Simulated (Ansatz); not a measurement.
Be₁₆H: several calculations on one system

## 1. Relaxation

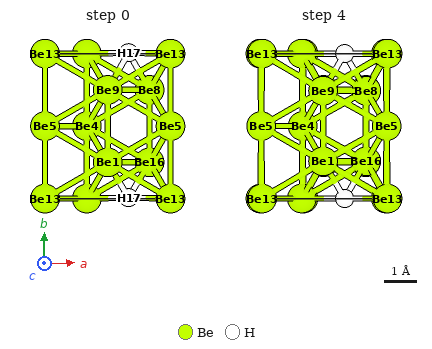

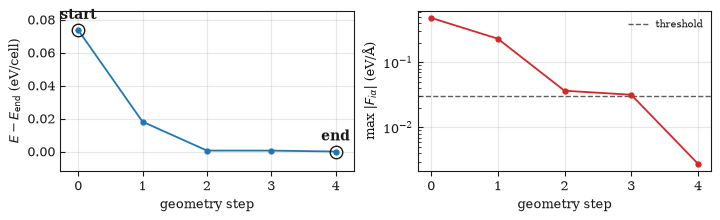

First and last geometry of a relaxation of a defect cell of composition Be₁₆H, with the history of the run. Style: ball-and-stick. Shown: the cell of the calculation, reduced to other axes, along the c axis. Lengths and directions refer to the drawn axes.

It is an interstitial H in hcp Be. The run prepares an end point of a later path (interstitial hop) calculation, from a guessed geometry.

All numbers below come from Ansatz, DFT PBEsol, scalar-relativistic, plane waves, PAW.

The input:
```yaml
crystal:
  lattice:
    - [-2.29, -3.966396, 0.0]
    - [3.435, -1.983198, 0.0]
    - [0.0, 0.0, 7.17686]
  atoms:
    - { symbol: Be, position: [0.75, 0.5, 0.0] }
    - { symbol: Be, position: [0.5, 0.3333333, 0.25] }
    - { symbol: Be, position: [0.75, 0.5, 0.5] }
    - { symbol: Be, position: [0.5, 0.3333333, 0.75] }
    - { symbol: Be, position: [0.5, 0.0, 0.0] }
    - { symbol: Be, position: [0.25, 0.8333333, 0.25] }
    - { symbol: Be, position: [0.5, 0.0, 0.5] }
    - { symbol: Be, position: [0.25, 0.8333333, 0.75] }
    - { symbol: Be, position: [0.25, 0.5, 0.0] }
    - { symbol: Be, position: [0.0, 0.3333333, 0.25] }
    - { symbol: Be, position: [0.25, 0.5, 0.5] }
    - { symbol: Be, position: [0.0, 0.3333333, 0.75] }
    - { symbol: Be, position: [0.0, 0.0, 0.0] }
    - { symbol: Be, position: [0.75, 0.8333333, 0.25] }
    - { symbol: Be, position: [0.0, 0.0, 0.5] }
    - { symbol: Be, position: [0.75, 0.8333333, 0.75] }
    - { symbol: H, position: [-0.0064938, 0.6656131, 0.8709585] }
basis:
  ecutwfc: 420.0
kpoints:
  mp_grid: { grid: [5, 5, 3] }
hamiltonian:
  xc: pbesol
scf:
  occupations: { method: gaussian, width: 0.15 }
  lower_state_search: "off"
relax:
  f_tol: 0.03
  max_steps: 60
  adjacent_minimum: "off"
```

Run as
```bash
ansatz run input.yaml --threads 1 --pin off --max-ram 3072MiB --backend cpu --events-out ev --progress --plain --runs-dir out
```

Q: Did the run converge, and what did it change?

A: It converged. Over 4 geometry steps the energy falls by 73.7 meV per cell of the calculation. The largest force component goes from 0.48 to 0.0028 eV/Å. Be16 moves most: 0.046 Å roughly along [1 2 −1]. Largest moves by element: Be 0.046 Å, H 0.039 Å. The lattice vectors keep their values. Among the contacts that change: Be16–H17 1.562 → 1.642 Å, Be1–Be9 2.290 → 2.228 Å, Be12–Be16 2.290 → 2.352 Å, Be1–Be16 2.229 → 2.291 Å. Bond angles that change, for instance: Be1–H17–Be8 177.0° → 180.0°.

| step | E − E(0), meV/atom | largest force component, eV/Å |
| --- | --- | --- |
| 0 | 0.00 | 0.4805 |
| 1 | -3.27 | 0.2301 |
| 2 | -4.30 | 0.0366 |
| 3 | -4.31 | 0.0318 |
| 4 | -4.34 | 0.0028 |

Limits of the set-up: the periodic images lie only 4.0 Å apart, so the values are limited by the cell's size.

## 2. Relaxation

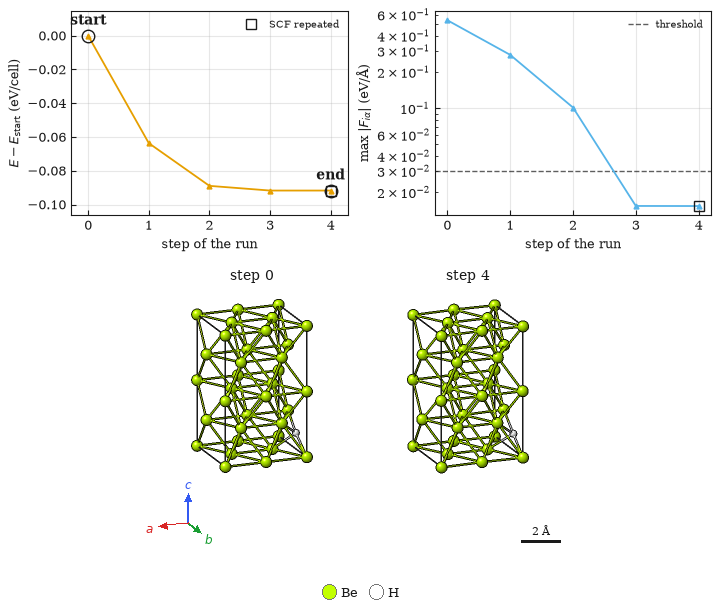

First and last geometry of a relaxation of a defect cell of composition Be$_{16}$H, with the history of the run. A ball-and-stick model of the cell of the calculation, seen from a free direction.

It is an interstitial H in hcp Be. The run prepares an end point of a later path (interstitial hop) calculation, from a guessed geometry.

Level of theory: DFT PBEsol, scalar-relativistic, plane waves, PAW in Ansatz. Settings: plane-wave cutoff 420 eV; k-point mesh 5 × 5 × 3; occupations gaussian; smearing width 0.15 eV; no spin polarisation; atoms relaxed in a fixed cell; force threshold 0.03 eV/Å; at most 60 steps.

What do the curves and the structures tell?

Answer. It converged. The largest move is that of the H atom, 0.096 Å along [−2 2 −1]. Largest moves by element: H 0.096 Å, Be 0.049 Å. The lattice vectors keep their values. Among the contacts that change: Be–H 1.521 → 1.636 Å, Be–H 1.545 → 1.637 Å, Be–Be 2.229 → 2.293 Å, Be–Be 2.290 → 2.352 Å. Bond angles that change, for instance: Be–H–Be 93.3° → 88.5°. Over 3 accepted moves (4 points after the start) the energy falls by 91.7 meV per cell of the calculation. The largest force component goes from 0.54 to 0.015 eV/Å. 1 step only repeated the SCF at the same geometry. The run took roughly 70 core-seconds on a shared host.

Limits of the set-up: the periodic images lie only 4.0 Å apart, so the values are limited by the cell's size.

## 3. Path

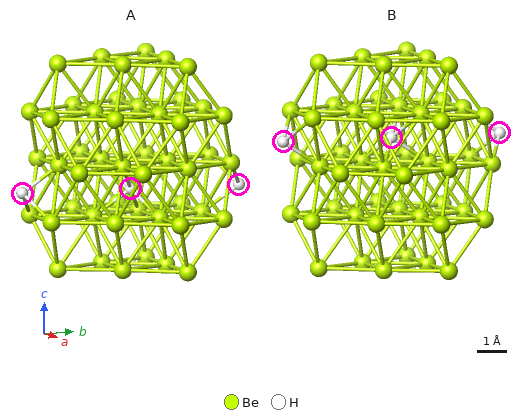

The two relaxed end points of a path for Be with an interstitial H (17 atoms in the cell). The picture is a ball-and-stick view of the atoms within 4.5 Å of the middle of the path, seen slightly off an axis. The moving atom is ringed, with any periodic copies. Bonds to atoms that aren't drawn are left out.

Theory: DFT PBEsol, scalar-relativistic, plane waves, PAW in Ansatz.

The input:
```yaml
crystal:
  lattice:
    - [-2.29, -3.966396, 0.0]
    - [3.435, -1.983198, 0.0]
    - [0.0, 0.0, 7.17686]
  atoms:
    - { symbol: Be, position: [0.74280006, 0.49469954, 0.00298025] }
    - { symbol: Be, position: [0.49962011, 0.3319449, 0.25250091] }
    - { symbol: Be, position: [0.74926147, 0.49825637, 0.50026682] }
    - { symbol: Be, position: [0.49962091, 0.33198456, 0.74918223] }
    - { symbol: Be, position: [0.49961903, 0.00121815, 0.00034777] }
    - { symbol: Be, position: [0.24997883, 0.83493147, 0.24925989] }
    - { symbol: Be, position: [0.49961941, 0.00124871, 0.49702109] }
    - { symbol: Be, position: [0.2564312, 0.8384893, 0.74654149] }
    - { symbol: Be, position: [0.25642555, 0.49468359, 0.00298125] }
    - { symbol: Be, position: [-0.00038269, 0.33746379, 0.25190191] }
    - { symbol: Be, position: [0.24998161, 0.49825062, 0.50026821] }
    - { symbol: Be, position: [-0.00038825, 0.32502513, 0.74669506] }
    - { symbol: Be, position: [-0.00038957, 0.00823174, 0.0028298] }
    - { symbol: Be, position: [0.74925729, 0.834934, 0.24925962] }
    - { symbol: Be, position: [-0.00038333, -0.00427974, 0.49763608] }
    - { symbol: Be, position: [0.74279553, 0.8384853, 0.74654147] }
    - { symbol: H, position: [-0.00036096, 0.66671207, 0.87474467] }
basis:
  ecutwfc: 420.0
kpoints:
  mp_grid: { grid: [5, 5, 3] }
hamiltonian:
  xc: pbesol
scf:
  occupations: { method: gaussian, width: 0.15 }
  lower_state_search: "off"
neb:
  images: 5
  f_tol: 0.05
  initial_path: idpp
  max_iterations: 9
  final_atoms:
    - { symbol: Be, position: [0.74440822, 0.49395505, -0.00280331] }
    - { symbol: Be, position: [0.50103409, 0.33081661, 0.25092922] }
    - { symbol: Be, position: [0.75038885, 0.49724808, 0.4998406] }
    - { symbol: Be, position: [0.50068425, 0.33179356, 0.74768725] }
    - { symbol: Be, position: [0.50094005, 0.0002605, -0.00013586] }
    - { symbol: Be, position: [0.25798167, 0.83791358, 0.25366955] }
    - { symbol: Be, position: [0.50079424, 0.00056184, 0.50307166] }
    - { symbol: Be, position: [0.25114052, 0.83435584, 0.75083781] }
    - { symbol: Be, position: [0.25780538, 0.49330683, -0.00279966] }
    - { symbol: Be, position: [0.00062806, 0.32398165, 0.2534004] }
    - { symbol: Be, position: [0.2511164, 0.49737218, 0.49975399] }
    - { symbol: Be, position: [0.00069047, 0.33679474, 0.74819812] }
    - { symbol: Be, position: [0.00074278, 0.00689622, -0.00268053] }
    - { symbol: Be, position: [0.74435263, 0.83722638, 0.25372904] }
    - { symbol: Be, position: [0.00079021, -0.0053831, 0.50233725] }
    - { symbol: Be, position: [0.75028902, 0.83449128, 0.75075909] }
    - { symbol: H, position: [0.00145046, 0.66465849, 1.12484059] }
  order_check: false
```

Command:
```bash
ansatz run input.yaml --threads 1 --pin off --max-ram 3072MiB --backend cpu --events-out ev --progress --plain --runs-dir out
```

Question: What barrier does the band find between them, and by what path?

Answer: The two ends have the same energy, and the highest point, image 3, lies 0.51 eV above the start. The H atom travels furthest, 1.79 Å from end to end, along +c, on a straight line. At the highest image its nearest neighbour (Be) is 1.38 Å away, against 1.64 Å at the start, and the surrounding atoms stand up to 0.07 Å off the mean of their end positions. The band is converged.

Energies of the converged images:

```csv
image,path (Å),E (eV)
0,0.00,0.000
1,0.30,0.132
2,0.59,0.388
3,0.89,0.513
4,1.18,0.389
5,1.48,0.134
6,1.77,0.000
```

The geometry at the top of the path:

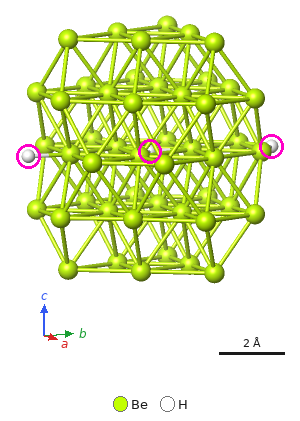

Limits of the set-up: the periodic images lie only 4.0 Å apart, so the values are limited by the cell's size.

The run took roughly 10 core-minutes on a shared host.
